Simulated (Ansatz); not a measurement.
# CdCu2S4, from a guessed structure to a relaxed one, part 2 of 2

Starting from a made-up structure for CdCu2S4, the aim is the relaxed cell, its shortest contacts and, where a second run follows, its electronic structure.

Ansatz 0.2.0; DFT, PBE, plane-wave PAW, files of the set soft_1, scalar-relativistic, ferromagnetic start, cell and ions relaxed at zero pressure; PAW set soft_1 (the session's first sound run).

So far: Starting point; Relaxing cell and atoms.

## (3) Bands of the relaxed cell

With the geometry fixed, one more self-consistent run, with a narrower smearing and the mesh shown in its input, gives the bands, and its pressure, and its forces where symmetry allows any, show how far the geometry depends on these settings.

This step: DFT, PBE, plane-wave PAW, files of the set soft_1, scalar-relativistic, no spin, bands and density of states at the relaxed cell; PAW set soft_1 (Ansatz 0.2.0).

input.yaml reads:

```yaml
crystal:
  lattice:
    - [7.0462705972, 0.0, -0.5536531068]
    - [0.0, 3.5688799478, 0.0]
    - [-3.8691542924, 0.0, 5.8050835486]
  atoms:
    - { symbol: Cd, position: [0.6797247883, 0.5, 0.1532291587] }
    - { symbol: Cu, position: [0.0356274208, 0.0, 0.9603566687] }
    - { symbol: Cu, position: [0.3910450937, 0.5, 0.5020846907] }
    - { symbol: S, position: [0.7779612126, 0.5, 0.8606176404] }
    - { symbol: S, position: [0.9328819342, 0.0, 0.5086543969] }
    - { symbol: S, position: [0.2808136671, 0.0, 0.6198676294] }
    - { symbol: S, position: [0.3036458832, 0.5, 0.1361898152] }
kpoints:
  mp_grid: { grid: [6, 10, 6] }
  band_path:
    path:
      - [[0.0, 0.0, 0.0], [0.5, 0.0, -0.5], [0.30243707, 0.0, -0.68450883], [0.0, 0.0, -0.5], [0.0, -0.5, -0.5], [-0.30243707, -0.5, -0.31549117], [-0.5, -0.5, 0.0], [-0.5, 0.0, 0.0], [-0.30243707, 0.0, -0.31549117]]
      - [[0.30243707, -0.5, -0.68450883], [0.5, -0.5, -0.5], [0.0, -0.5, 0.0]]
      - [[0.5, 0.0, -0.5], [0.5, -0.5, -0.5]]
    npoints: 7
scf:
  occupations: { method: fermi_dirac, width: 0.03 }
  n_extra_bands: 11
hamiltonian:
  xc: pbe
  pseudopotentials: { kind: paw, azcp: { folder: soft_1 } }
output:
  forces: true
  stress: true
  write_bands: true
  dos: { projected: true }
  write_density: true
  write_potential: true
  elf: true
  volumetric_format: npy
```

Command:

```console
$ ansatz run input.yaml --threads 4 --pin off --max-ram 10240MiB --backend cpu --events-out ev --progress --plain --runs-dir out
```

Numbers of over 12 decimals in the logs are rounded to 6 here.

Output:

```text
[...]
Crystal: 7 atoms, lattice volume = 138.337 Å³
Basis set: ecut = 420 eV, 2687 PW (Γ), exchange–correlation on 96×48×96 points (8 copies of the dense FFT grid, shifted against one another)
Bands: 52, of which v1, the nominal top of the filled ones, is band 41 counted from 1 (40 counted from 0)
Symmetry: 2 space group operations
[...]
k-points: 120 of 360 (time reversal used)
[...]
SCF iter   1: F=—  HF=-25115.950989 eV  |F-HF|=—  |Δ(HF+E_count)|=         —  Δρ=9.81e-2  dr2=9.75e0  ethr=3.10e-3  ⟨swp⟩=7.3  Hψ=27401  notcnv=0  defer=82
[...]
SCF iter  12: F=-25114.492348 eV  HF=-25114.492348 eV  |F-HF|=3.82e-9  |Δ(HF+E_count)|=   1.17e-7  Δρ=5.79e-6  dr2=3.08e-8  ethr=1.22e-10  ⟨swp⟩=18.8  Hψ=50392  notcnv=0
SCF 1 converged in 12 iterations: F = -25114.492348 eV  dr2 = 3.08e-8
[...]
NSCF: frozen V_eff on 80 k-points
SCF converged after 12 iterations
Free energy (F): -25114.492348 eV
[...]
Internal energy: -25114.481320 eV  (E = F + TS)
E sigma→0 (E₀):  -25114.486834 eV
Entropy (-TS):   -0.011028 eV (-1.575 meV/atom)
Fermi energy:    8.020148 eV
[...]
--- Forces (eV/Å), atoms counted from 1 ---
  atom   1  Cd    -0.00997163     0.00000000    -0.01369802
  atom   2  Cu     0.00307397     0.00000000     0.00128759
  atom   3  Cu     0.01094545     0.00000000     0.02373583
  atom   4  S     -0.01240731    -0.00000000    -0.02036374
  atom   5  S      0.01239673     0.00000000     0.02169758
  atom   6  S     -0.01388643    -0.00000000     0.00403472
  atom   7  S      0.00985620    -0.00000000    -0.01669484
  max |Σ_I F_I| component: 6.98e-6 eV/Å
--- Stress (GPa, compression-positive) ---
        0.061701      -0.000000      -0.058365
       -0.000000      -0.067010       0.000000
       -0.058362       0.000000       0.067297
  P = ⅓ Tr σ = 0.0207 GPa (0.207 kbar)
--- Band table (eV; the first three rows and the last of 120) ---
  k-point 0: bands = [... 37 lower, 6.8008, 7.1185, 8.0537, 8.4562, 8.8297, 9.7231, 10.8575, 12.3654, ... 7 higher]
  k-point 1: bands = [... 37 lower, 6.7576, 6.9678, 7.8910, 8.3290, 8.8697, 9.9632, 10.7757, 12.3716, ... 7 higher]
  k-point 2: bands = [... 37 lower, 6.6731, 7.0112, 7.5776, 8.1136, 8.9002, 10.0581, 10.7098, 11.8735, ... 7 higher]
  k-point 119: bands = [... 37 lower, 6.4903, 6.6214, 6.7808, 6.8584, 8.0893, 10.1280, 10.9235, 11.0338, ... 7 higher]
```

It took 23 s on 4 threads of INTEL XEON PLATINUM 8581C at 2.10GHz (Emerald Rapids), shared host; peak memory 1 GiB; 88 s of CPU time.

The column dr2 measures how far the density is from self-consistency, as an energy; F and HF (Harris–Foulkes) agree once it is small.

This step gave:

| Item | Value |
| --- | --- |
| free energy | -25114.4923 eV |
| energy at zero smearing | -25114.4868 eV |
| smearing term TS | 0.01103 eV |
| Fermi energy | 8.020 eV |
| pressure | 0.02066 GPa |

bands.tsv at the labelled points (eV, zero at the Fermi level; the bands that come nearest the Fermi level along the path):

| point | band 38 | band 39 | band 40 | band 41 | band 42 | band 43 | band 44 | band 45 |
| --- | --- | --- | --- | --- | --- | --- | --- | --- |
| Γ | -1.22 | -0.90 | 0.03 | 0.44 | 0.81 | 1.70 | 2.84 | 4.35 |
| Y | -1.66 | -1.20 | -0.47 | 0.47 | 0.74 | 2.10 | 3.13 | 4.42 |
| H | -1.45 | -1.14 | -0.60 | -0.11 | 1.00 | 2.08 | 2.67 | 3.53 |
| C | -1.44 | -1.00 | -0.54 | -0.01 | 0.88 | 1.94 | 2.65 | 3.45 |
| E | -1.52 | -1.17 | -0.93 | -0.76 | -0.03 | 1.84 | 2.29 | 3.42 |
| M1 | -1.65 | -1.46 | -0.94 | -0.69 | 0.20 | 2.31 | 2.67 | 2.97 |
| A | -1.87 | -1.61 | -0.91 | -0.52 | 0.11 | 2.39 | 3.20 | 3.40 |
| X | -1.25 | -0.96 | -0.31 | -0.25 | 1.06 | 1.78 | 2.56 | 3.18 |
| H1 | -1.45 | -1.14 | -0.60 | -0.11 | 1.00 | 2.08 | 2.67 | 3.53 |
| M | -1.65 | -1.46 | -0.94 | -0.69 | 0.20 | 2.31 | 2.67 | 2.97 |
| D | -1.53 | -1.40 | -1.24 | -1.16 | 0.07 | 2.11 | 2.90 | 3.01 |
| Z | -1.81 | -1.75 | -1.20 | -1.15 | 0.78 | 2.54 | 2.92 | 3.94 |
| Y | -1.66 | -1.20 | -0.47 | 0.47 | 0.74 | 2.10 | 3.13 | 4.42 |
| D | -1.53 | -1.40 | -1.24 | -1.16 | 0.07 | 2.11 | 2.90 | 3.01 |

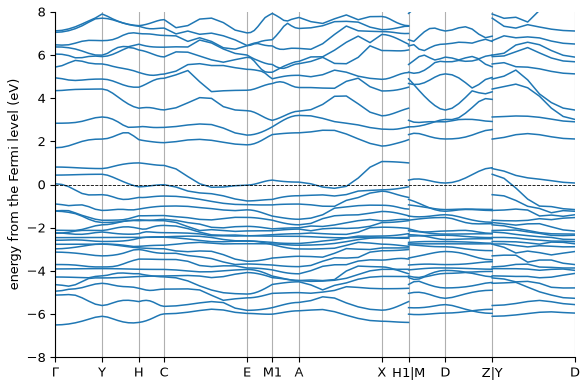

Bands along the path. 21 bands lie wholly below the window drawn.

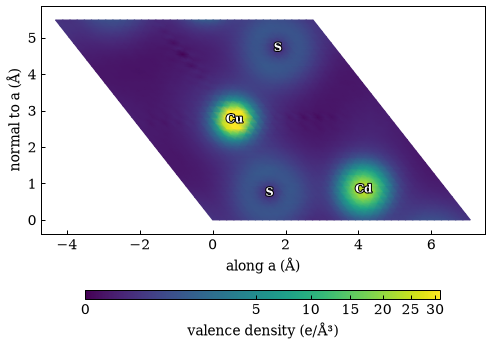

Valence density in the ac plane at fractional y = 0.500, with atoms of Cd and Cu and S within 0.2 Å of it. It is the smooth field of the valence electrons, not physical close to the nuclei. The colour scale is stretched toward low values.

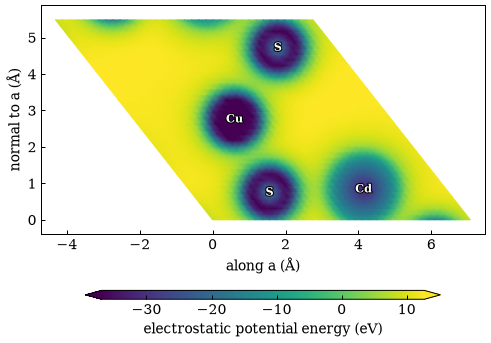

Electrostatic potential energy in the ac plane at fractional y = 0.500, with atoms of Cd and Cu and S within 0.2 Å of it. With pseudopotentials it is smooth inside the atoms' cores, unlike the true potential.

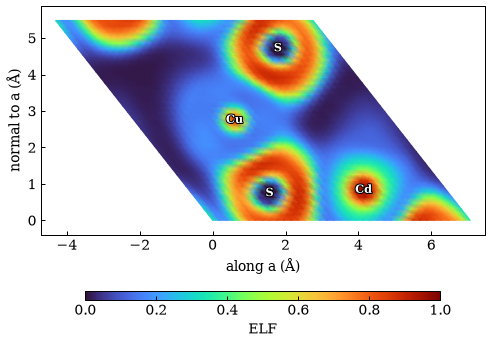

ELF in the ac plane at fractional y = 0.500, with atoms of Cd and Cu and S within 0.2 Å of it. It is the smooth field of the valence electrons, not physical close to the nuclei.

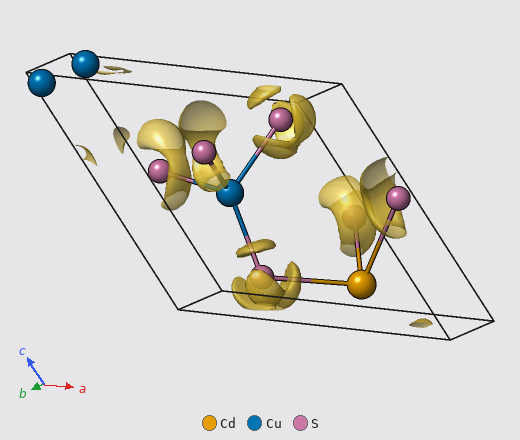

Surface of ELF = 0.85. Bonds to atoms that aren't drawn are left out.

## (4) Summary of results

| Quantity | Value |
| --- | --- |
| space group, relaxed | Pm |
| conventional cell | a = 6.138, b = 3.569, c = 6.976 Å; α = 90.0°, β = 115.1°, γ = 90.0° |
| volume per atom | 19.76 Å³ (guess 19.32) |
| total moment | 0.00 μB in the cell of 7 atoms |

CdCu2S4 relaxes to Pm with a = 6.138, b = 3.569 and c = 6.976 Å. The guessed volume was 2 % too small. The space group Pm was held in the relaxation, so the end point is a stationary structure within it and may be a saddle against distortions or other arrangements. The moments died out from this one start and weren't seeded again at the relaxed cell. Bands cross the Fermi level, so it is a metal or semimetal at this level. On the 6×10×6 mesh with the narrower smearing (relaxed on 5×7×4) the largest force component is 0.024 eV/Å and the largest stress component is 0.067 GPa, against the relaxation's thresholds of 0.015 eV/Å and 0.05 GPa. The cutoff wasn't tested. A vector of the cell changed its length by 28 %, so the starting arrangement is largely lost and the mesh was laid for another shape. No dispersion term is used, so weakly bound directions may come out too long. Nothing here tests whether the compound is stable against decomposition.

[Logs are printed without paths, hosts, clocks, repeated set-up lines and the standing remarks that a program may print on its own settings, such as how far it seeks lower states.]

[Hosts, paths, dates, database ids (printed as entryN), source tags and the programs' standing remarks are cut or masked in the printed files.]
